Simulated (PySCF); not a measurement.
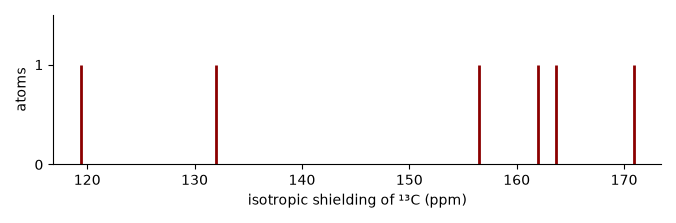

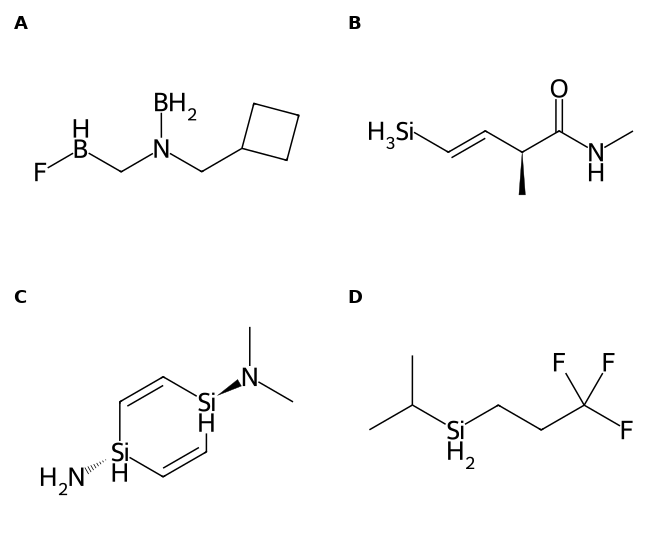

The sticks are computed shieldings of one of the molecules, for one fixed geometry (GFN2-xTB) without averaging over rotations. Low shielding means a high chemical shift. Method: GIAO PBE0/pcSseg-1 NMR shielding, non-relativistic, gas phase (PySCF 2.14.0).

Question: Which molecule gives this pattern?

Answer: A, `BN(CBF)CC1CCC1`. Its 6 C atoms give lines at 119.4, 132.0, 156.5, 162.0, 163.7, 170.9 ppm.

The geometry is semi-empirical. Around B, Si such bond lengths and angles can be off by a tenth of an ångström or more and by several degrees, and values that hang on the shape move with them.
